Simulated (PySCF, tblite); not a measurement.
# C₄H₁₀BN₂O radical: geometry, infrared bands and EPR parameters

What infrared bands and EPR parameters should C₄H₁₀BN₂O radical (`C[C](O)N1BNCC1`) show?

Programs: tblite 0.8.0 and PySCF 2.14.0, with density-fitted response routines of our own. Each step states its level of theory. These are calculated values for one molecule in the gas phase, unless marked as measured. Atoms are numbered from 0 throughout.

**1. Starting geometry**

18 atoms, charge 0, multiplicity 2; geometry from: force field or distance geometry start.

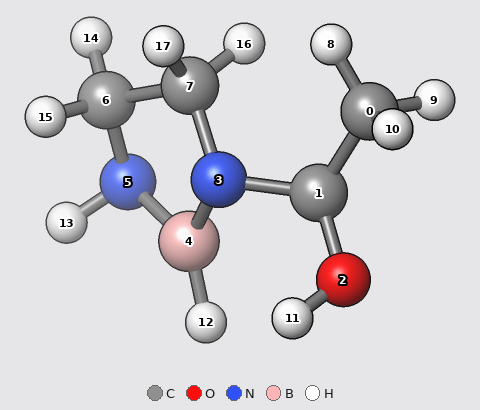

The starting geometry (carbon grey, oxygen red, nitrogen blue, boron pink, hydrogen white), atoms numbered.

**2. Relaxing the molecule with GFN2-xTB**

Job settings and geometry (Å):

```
{"job": {"kind": "relax", "xc": "GFN2-xTB", "basis": "xTB"}, "charge": 0, "multiplicity": 2}
C     -2.295200    -0.452900    -0.193800
C     -1.312800     0.628700    -0.493100
O     -1.768300     1.909100    -0.340300
N      0.005800     0.409300     0.034700
B      0.962200     1.156500    -0.876300
N      2.099100     0.211900    -1.216800
C      1.939900    -0.865000    -0.268300
C      0.452800    -0.960400     0.030700
H     -1.876000    -1.402400     0.157800
H     -2.840600    -0.664800    -1.150800
H     -3.039500    -0.091000     0.555800
H     -1.251500     2.481500     0.253500
H      0.831300     2.301700    -1.120200
H      2.990200     0.759500    -1.031200
H      2.352700    -1.813100    -0.622600
H      2.425900    -0.573300     0.686600
H     -0.038900    -1.597400    -0.719700
H      0.354100    -1.431600     1.037500
```

Launch:

```console
$ OMP_NUM_THREADS=1 python probes_run.py task.json out
```

The driver reads the jobs from task.json and runs them one after another.

Standard output:

```text
step      E/eV     max force
  0    -673.69062    3.605
  1    -674.12382    2.147
  2    -674.39123    1.576
  3    -674.54112    1.131
  4    -674.70575    1.102
  5    -674.80789    0.905
  6    -674.92327    0.751
  7    -674.98777    0.699
  8    -675.04951    0.620
  9    -675.09070    0.607
 10    -675.11524    0.372
 11    -675.13292    0.352
 12    -675.14604    0.292
 13    -675.15657    0.178
 14    -675.16292    0.183
 15    -675.16955    0.204
 16    -675.17795    0.245
 17    -675.18766    0.260
 18    -675.19614    0.213
 19    -675.20345    0.207
 20    -675.21094    0.236
 21    -675.21902    0.239
 22    -675.22468    0.348
 23    -675.22990    0.206
 24    -675.23448    0.185
 25    -675.24129    0.215
 26    -675.24452    0.197
 27    -675.24744    0.132
 28    -675.24922    0.141
 29    -675.25080    0.124
 30    -675.25190    0.066
 31    -675.25259    0.054
 32    -675.25320    0.070
 33    -675.25386    0.076
 34    -675.25442    0.051
 35    -675.25501    0.054
 36    -675.25575    0.070
 37    -675.25660    0.089
 38    -675.25730    0.072
 39    -675.25779    0.056
 40    -675.25824    0.058
 41    -675.25882    0.062
 42    -675.25945    0.063
 43    -675.25996    0.049
 44    -675.26035    0.068
 45    -675.26079    0.060
 46    -675.26141    0.070
 47    -675.26220    0.056
 48    -675.26269    0.061
 49    -675.26312    0.059
 50    -675.26375    0.066
 51    -675.26481    0.092
 52    -675.26609    0.087
 53    -675.26712    0.076
 54    -675.26785    0.077
 55    -675.26864    0.073
 56    -675.26964    0.088
 57    -675.27074    0.093
 58    -675.27163    0.115
 59    -675.27255    0.073
 60    -675.27369    0.101
 61    -675.27622    0.132
 62    -675.27835    0.099
 63    -675.28021    0.100
 64    -675.28159    0.104
 65    -675.27903    0.287
 66    -675.28463    0.130
 67    -675.28606    0.097
 68    -675.28880    0.068
 69    -675.28915    0.049
 70    -675.28955    0.057
 71    -675.28992    0.033
 72    -675.29006    0.028
 73    -675.29031    0.031
 74    -675.29057    0.037
 75    -675.29099    0.040
 76    -675.29151    0.044
 77    -675.29203    0.046
 78    -675.29240    0.038
 79    -675.29262    0.036
 80    -675.29286    0.035
 81    -675.29312    0.037
 82    -675.29344    0.034
 83    -675.29360    0.026
 84    -675.29374    0.021
 85    -675.29385    0.023
 86    -675.29399    0.033
 87    -675.29413    0.036
 88    -675.29425    0.027
 89    -675.29432    0.017
 90    -675.29435    0.014
 91    -675.29438    0.014
 92    -675.29440    0.014
 93    -675.29442    0.011
 94    -675.29443    0.007
```

It took 0.58 s on 1 thread of Arm Neoverse V1, shared host; peak memory 0.18 GiB.

Step by step: (not every step is listed)

| step | energy from step 0 (eV) | largest force (eV/Å) |
| --- | --- | --- |
| 0 | 0.0000 | 3.6053 |
| 1 | -0.4332 | 2.1473 |
| 2 | -0.7006 | 1.5759 |
| 3 | -0.8505 | 1.1314 |
| 4 | -1.0151 | 1.1020 |
| 5 | -1.1173 | 0.9048 |
| 6 | -1.2327 | 0.7509 |
| 7 | -1.2971 | 0.6992 |
| 8 | -1.3589 | 0.6196 |
| 16 | -1.4873 | 0.2452 |
| 24 | -1.5439 | 0.1851 |
| 32 | -1.5626 | 0.0697 |
| 40 | -1.5676 | 0.0578 |
| 48 | -1.5721 | 0.0607 |
| 56 | -1.5790 | 0.0882 |
| 64 | -1.5910 | 0.1043 |
| 72 | -1.5994 | 0.0279 |
| 80 | -1.6022 | 0.0348 |
| 88 | -1.6036 | 0.0268 |
| 89 | -1.6037 | 0.0174 |
| 90 | -1.6037 | 0.0136 |
| 91 | -1.6038 | 0.0137 |
| 92 | -1.6038 | 0.0140 |
| 93 | -1.6038 | 0.0112 |
| 94 | -1.6038 | 0.0071 |

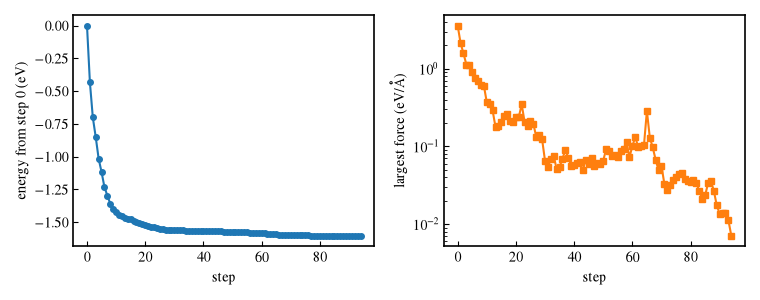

Energy and largest force along the relaxation.

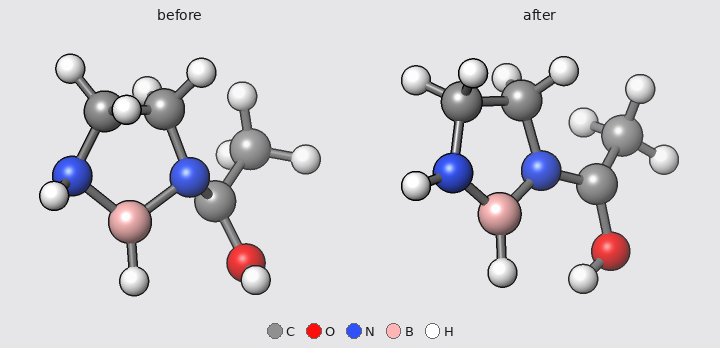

The geometry before (left) and after (right).

Close pairs (by a distance rule), those that changed most:

| bond | before (Å) | after (Å) | change (Å) |
| --- | --- | --- | --- |
| B4–N5 | 1.517 | 1.406 | -0.111 |
| N3–B4 | 1.518 | 1.422 | -0.096 |
| C1–N3 | 1.437 | 1.378 | -0.059 |
| N5–H13 | 1.062 | 1.003 | -0.059 |
| C0–H10 | 1.117 | 1.086 | -0.030 |
| C0–H9 | 1.122 | 1.097 | -0.024 |
| C7–H17 | 1.116 | 1.095 | -0.021 |
| C6–C7 | 1.520 | 1.540 | +0.020 |

The end geometry stands in the next job.

**3. Infrared spectrum with GFN2-xTB**

Job settings and geometry (Å):

```
{"job": {"kind": "ir", "xc": "GFN2-xTB", "basis": "xTB"}, "charge": 0, "multiplicity": 2}
C     -2.390932    -0.483038    -0.006522
C     -1.375195     0.610830    -0.018316
O     -1.882068     1.854813    -0.354858
N     -0.043409     0.376703    -0.282417
B      1.003324     1.263518    -0.656020
N      2.190472     0.511259    -0.700106
C      1.983596    -0.875518    -0.356603
C      0.472989    -0.967267    -0.073594
H     -2.200254    -1.199401     0.792403
H     -2.427261    -1.035642    -0.953999
H     -3.363388    -0.027407     0.156370
H     -1.142487     2.435231    -0.559806
H      0.931447     2.406016    -0.884828
H      3.124992     0.800867    -0.923131
H      2.275586    -1.539177    -1.181671
H      2.574062    -1.159397     0.524937
H     -0.017588    -1.673157    -0.751903
H      0.277351    -1.292915     0.953647
```

Standard output:

```text
mode    cm-1     km/mol
  1      59.2      1.21
  2      93.9      0.52
  3     149.4      2.91
  4     158.6      0.07
  5     219.4      1.00
  6     268.5    148.11
  7     279.0     19.50
  8     346.6      4.88
  9     370.9     36.04
 10     440.7     63.42
 11     462.5      3.70
 12     558.2      9.20
 13     686.9      3.91
 14     691.0     63.25
 15     826.9     25.39
 16     863.9      0.05
 17     930.5      5.72
 18     975.9     16.87
 19    1000.2      3.57
 20    1020.7     19.46
 21    1044.0     27.34
 22    1080.7      0.16
 23    1107.5     24.60
 24    1154.7    214.78
 25    1174.8      3.28
 26    1192.4     11.59
 27    1206.2      0.07
 28    1233.1     68.00
 29    1274.3     68.78
 30    1294.5     57.83
 31    1329.5     96.00
 32    1391.8     10.55
 33    1393.8     26.65
 34    1456.7    297.65
 35    1470.5     53.04
 36    1478.4      3.33
 37    1485.4     20.39
 38    1505.8      1.04
 39    2649.7    177.38
 40    2853.7     45.97
 41    2865.5     60.48
 42    2897.9     80.11
 43    2904.2     69.75
 44    2934.6     46.91
 45    2991.2     42.81
 46    3060.2     13.05
 47    3523.1      1.95
 48    3558.9     20.14
```

Wall time 0.54 s (1 thread of Arm Neoverse V1, shared host); peak memory 0.18 GiB.

The strongest bands and the atoms that carry them (share of the mass-weighted mode):

| cm⁻¹ | km/mol | atoms |
| --- | --- | --- |
| 268 | 148.1 | H11 87 %, O2 10 % |
| 1155 | 214.8 | H11 43 %, H13 15 %, N3 13 % |
| 1274 | 68.8 | C6 21 %, H14 15 %, H15 15 %, B4 14 % |
| 1330 | 96.0 | C1 21 %, H16 19 %, H17 17 %, N3 12 % |
| 1457 | 297.6 | N3 32 %, C1 27 %, B4 10 % |
| 2650 | 177.4 | H12 91 % |
| 2898 | 80.1 | H14 48 %, H15 45 % |
| 2904 | 69.8 | H17 49 %, H16 38 % |

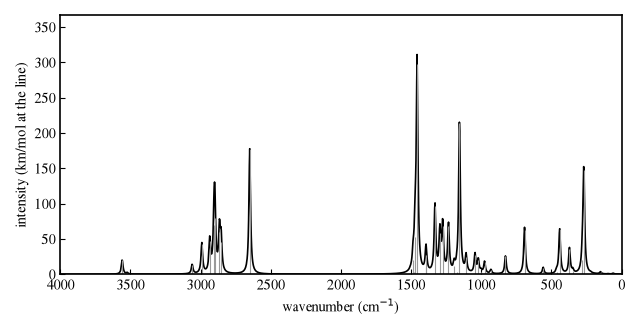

The infrared spectrum from these modes, unscaled. Lines are broadened to a width of 14 cm⁻¹ (Lorentzian).

**4. EPR parameters: B3LYP/pcH-1**

The job, as its differences from that of step 3:

```diff
@@ -1,2 +1,2 @@
-{"job": {"kind": "ir", "xc": "GFN2-xTB", "basis": "xTB"}, "charge": 0, "multiplicity": 2}
+{"job": {"kind": "epr", "basis": "pcH-1"}, "charge": 0, "multiplicity": 2}
 C     -2.390932    -0.483038    -0.006522
```

Level: UKS B3LYP, pcH-1 on B C H N O, non-relativistic, mean-field spin-orbit, GIAO.

Standard output:

```text
UKS, coarse grid
  cycle   1  E = -367.95218551  |g| = 5.39e-01
  cycle   2  E = -367.83181979  |g| = 7.99e-01
  cycle   3  E = -368.06252534  |g| = 1.03e-01
  cycle   4  E = -368.06638114  |g| = 4.69e-02
  cycle   5  E = -368.06730163  |g| = 1.37e-02
  cycle   6  E = -368.06738670  |g| = 5.50e-03
  cycle   7  E = -368.06740279  |g| = 1.49e-03
  cycle   8  E = -368.06740410  |g| = 9.56e-04
UKS, final grid
  cycle   1  E = -368.06736364  |g| = 1.45e-03
  cycle   2  E = -368.06736224  |g| = 2.38e-03
  cycle   3  E = -368.06736449  |g| = 1.63e-04
  cycle   4  E = -368.06736450  |g| = 3.83e-05
  cycle   5  E = -368.06736450  |g| = 2.89e-05
E = -368.06736450 Eh   <S^2> = 0.7543 (exact 0.7500)
g shifts (ppm)      1          2          3
  rmc          -191       -191       -191
  gc              0         38         32
  oz_so         -50        599       1618
  total        -241        446       1459
hyperfine (MHz)  atom isotope    a_iso     a_fc   dipolar eigenvalues
    0   13C       2.38       2.38     -2.57     -1.18      3.76
    1   13C     167.22     167.22    -70.99    -70.09    141.08
    2   17O     -21.01     -21.01    -43.59     20.39     23.19
    3   14N      -0.60      -0.60     -3.23     -2.70      5.93
    4   11B       1.51       1.51     -6.30     -3.32      9.62
    5   14N       2.60       2.60     -3.47     -3.12      6.59
    6   13C      -2.21      -2.21     -0.36     -0.21      0.57
    7   13C      -2.05      -2.05     -1.18     -0.27      1.45
    8    1H      44.94      44.94     -5.32     -4.09      9.41
    9    1H     105.80     105.80     -4.02     -2.92      6.94
   10    1H       5.27       5.27     -5.18     -3.96      9.15
   11    1H      -7.85      -7.85     -9.03     -6.47     15.51
   12    1H      -7.29      -7.29     -2.77     -1.66      4.43
   13    1H      -5.27      -5.27     -4.82     -1.48      6.30
   14    1H       3.02       3.02     -1.32     -0.64      1.96
   15    1H       1.96       1.96     -1.34     -0.61      1.95
   16    1H       5.85       5.85     -2.46     -1.91      4.37
   17    1H       9.31       9.31     -3.19     -2.51      5.71
```

It took 79 s on 1 thread of Arm Neoverse V1, shared host; peak memory 0.96 GiB.

Principal g values 2.00208, 2.00277, 2.00378; g(iso) = 2.00287, against 2.00232 for a free electron.

Hyperfine couplings; where a row names several nuclei, a(iso) is their mean (it holds for fast rotation or exchange) and the dipolar term the largest among them:

| nuclei | isotope | a(iso) (MHz) | a(iso) (G, at g = 2.0023) | largest dipolar term (MHz) |
| --- | --- | --- | --- | --- |
| C1 | 13C | 167.2 | 59.7 | 141.1 |
| H8, H9, H10 | 1H | 52.0 | 18.6 | 9.4 |
| O2 | 17O | -21.0 | -7.5 | -43.6 |
| H11 | 1H | -7.9 | -2.8 | 15.5 |
| H16, H17 | 1H | 7.6 | 2.7 | 5.7 |
| H12 | 1H | -7.3 | -2.6 | 4.4 |
| H13 | 1H | -5.3 | -1.9 | 6.3 |
| N5 | 14N | 2.6 | 0.9 | 6.6 |
| H14, H15 | 1H | 2.5 | 0.9 | 2.0 |
| C0 | 13C | 2.4 | 0.9 | 3.8 |
| C6 | 13C | -2.2 | -0.8 | 0.6 |
| C7 | 13C | -2.1 | -0.7 | 1.5 |
| B4 | 11B | 1.5 | 0.5 | 9.6 |
| N3 | 14N | -0.6 | -0.2 | 5.9 |

Mulliken spin populations:

C0 -0.06; C1 0.74; O2 0.07; N3 0.01; B4 0.11; N5 0.05; C6 0.00; C7 0.00; H8 0.01; H9 0.07; H10 0.00; H11 0.00; H12 -0.01; H13 0.00; H14 0.00; H15 0.00; H16 0.00; H17 0.01

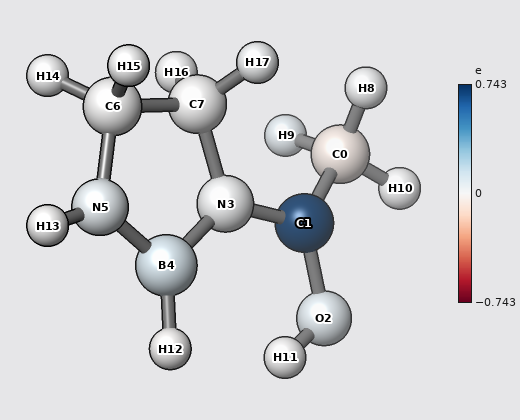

Mulliken spin populations, as colours on the atoms.

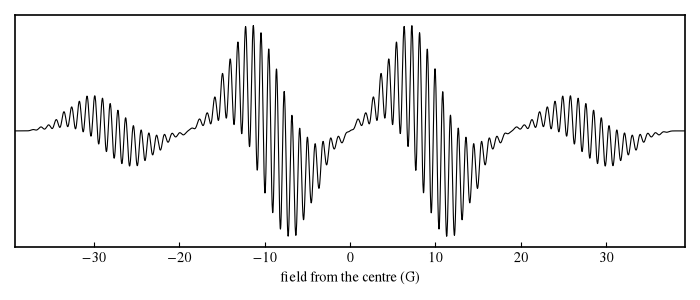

First-order isotropic spectrum (first derivative, main isotopes with spin only, couplings over 0.8 MHz, Gaussian width 0.3 G; couplings of the frozen geometry, rotation of groups not averaged beyond the rows shown).

Orbitals, density, ELF and potential are computed afterwards from the orbital file.

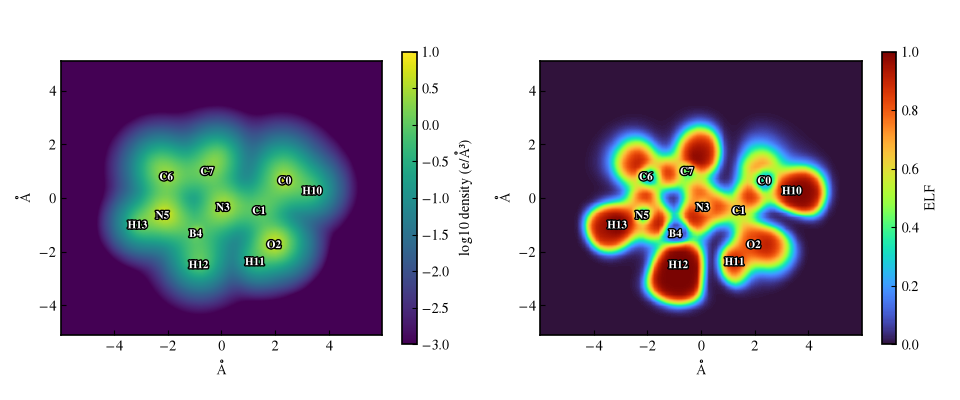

Density (left) and ELF (right) in a plane through or near 12 of the atoms.

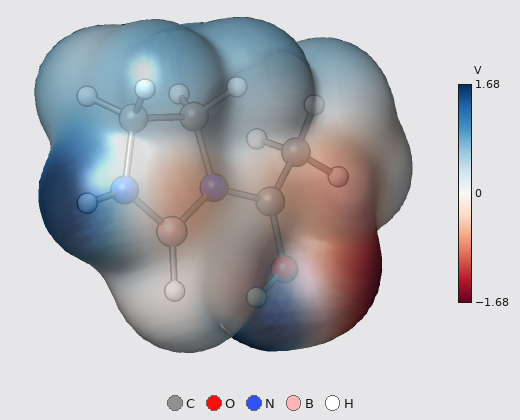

The potential that a unit positive charge feels on the 0.002 e/bohr³ surface, from -1.54 V near O2 to 1.68 V near H13.

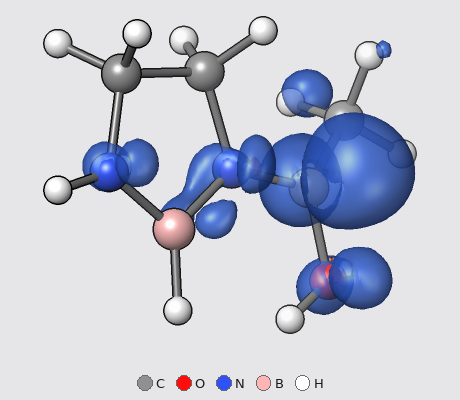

Spin density at ±0.04 e/Å³ (alpha excess blue, beta excess red).

**5. Summary of results**

```
                                                                  quantity                  value
                                 strongest single infrared mode (GFN2-xTB)  1457 cm⁻¹, 298 km/mol
                                              zero-point energy (GFN2-xTB)          91.4 kcal/mol
                                                            g(iso) (B3LYP)                2.00287
                                                                      ⟨S²⟩     0.754 (exact 0.75)
                                        largest a(iso) (averaged by class)   13C on C1, 167.2 MHz
potential on the surface of density 0.002 e/bohr³, 1st and 99th percentile     -1.54 V and 1.68 V
```

The optimisation took 94 steps and gained 1.604 eV; among the close pairs (by a distance rule), B4–N5 changed most, from 1.517 to 1.406 Å. All 48 modes are real, so the xTB geometry is a minimum. The strongest single mode, at 1457 cm⁻¹, is spread over many atoms; the largest shares are those of N3, C1. GFN2-xTB is a fitted tight-binding method: band positions and strengths are rough. Its intensities can rank the bands wrongly. Most of the unpaired spin sits on C1 (0.74 e). The isotropic g lies 0.6 ppt above the free-electron value. The conformer search found further structures of the same energy, which may be mirror or relabelled copies of this one.
